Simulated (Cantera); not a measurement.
Charge: 1 mol trisilylamine, 6.7 mol NH₃, 48 mol N₂, at 24.0 Pa.

Method: chemical equilibrium by Gibbs-energy minimisation in Cantera with the NASA 1993 tables (ideal gas, pure condensed phases). Candidate condensed phases: Si, Si₃N₄; 18 gas species. The feed counts by its element totals alone. Mutual solubility and eutectic melting of coexisting phases are not modelled. The tables' values for SiN are old estimates; treat these amounts as uncertain. Equilibrium is a limit: real reactors are often held back by kinetics, nucleation or transport.

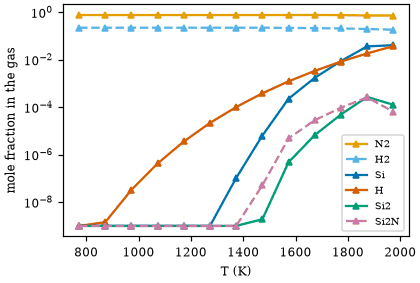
Equilibrium gas composition (values under 1e-9 drawn at 1e-9)

From 773 K to 1473 K the condensed part is Si₃N₄(s). At 1573 K the condensed part is Si(s) + Si₃N₄(s). At 1673 K the condensed part is Si(s). From 1773 K to 1873 K the condensed part is Si(l). At 1973 K nothing is condensed.
